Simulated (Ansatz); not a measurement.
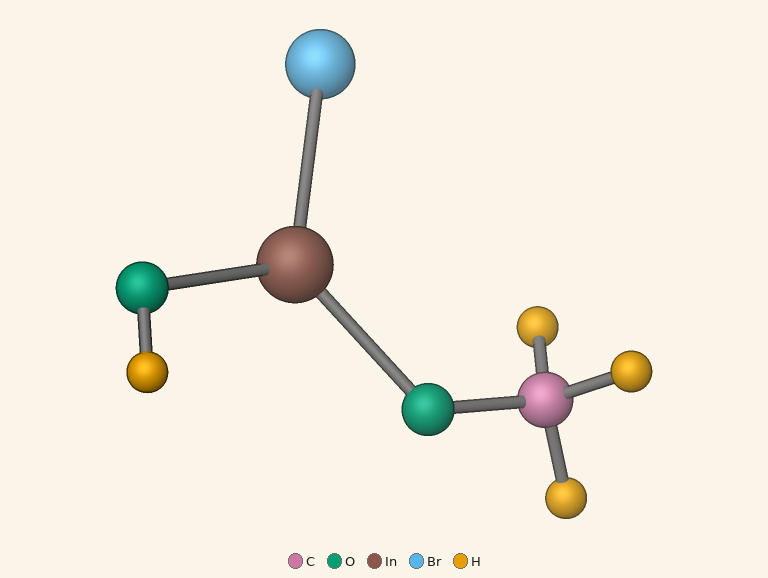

The computed structure is the end point of a PBE0-D4/def2-TZVP optimisation. No frequency run is at hand to confirm it as a minimum.

Draw it as a skeletal formula.

SMILES: C[O][In]([OH])[Br]

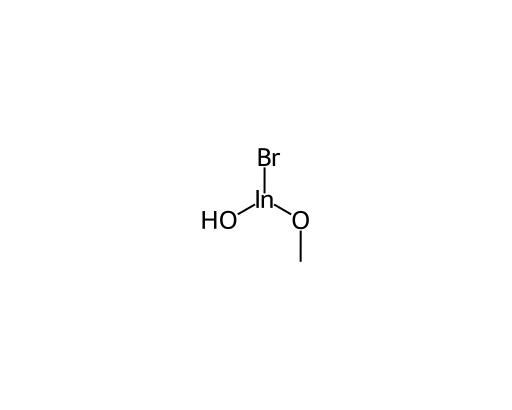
